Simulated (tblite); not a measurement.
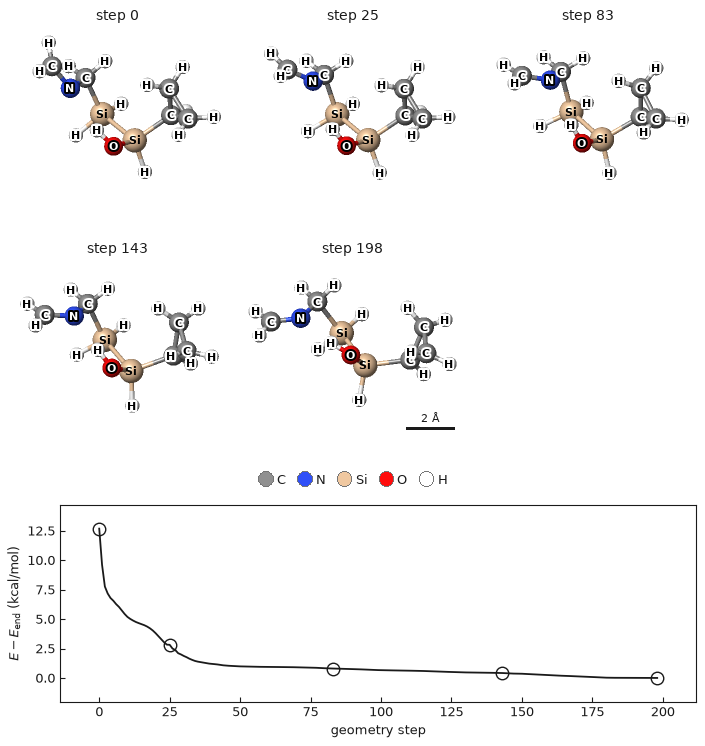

Frames of a relaxation of C5H13NOSi2, marked on the history of the run. A ball-and-stick model, seen from a free direction.

The calculation used tblite, GFN2-xTB geometry optimisation, gas phase. 

> What happens along the run?

The largest move after the best rigid fit is that of an H atom, 2.04 Å. Largest moves by element: H 2.04 Å, C 1.23 Å, O 1.09 Å, Si 0.67 Å, N 0.27 Å. Some distances before and after: C–N 1.305 → 1.256 Å, C–N 1.466 → 1.418 Å, C–Si 1.892 → 1.940 Å, O–Si 1.660 → 1.624 Å. Bond angles that change, for instance: C–N–C 112.3° → 121.4°, Si–Si–H 111.0° → 119.7°, C–Si–H 110.5° → 104.6°. Groups turn about C–N by about 60°, O–Si by about 45°, Si–Si by about 40°. The energy falls by 12.7 kcal/mol in 198 geometry steps. From step 0 to 25: an H atom moves most (0.71 Å), energy −9.86 kcal/mol. From step 25 to 83: an H atom moves most (0.50 Å), energy −2.02 kcal/mol. From step 83 to 143: an H atom moves most (0.77 Å), energy −0.38 kcal/mol. From step 143 to 198: an H atom moves most (0.76 Å), energy −0.42 kcal/mol.

```tsv
step	E − E(0), kcal/mol
0	0.00
1	-3.07
2	-4.92
3	-5.51
4	-5.89
5	-6.12
6	-6.41
7	-6.65
8	-6.95
9	-7.24
10	-7.49
20	-8.88
30	-10.81
40	-11.48
50	-11.70
59	-11.74
69	-11.77
79	-11.84
89	-11.92
99	-12.01
109	-12.06
119	-12.11
129	-12.20
139	-12.24
149	-12.32
158	-12.42
168	-12.53
178	-12.64
188	-12.67
198	-12.68
```
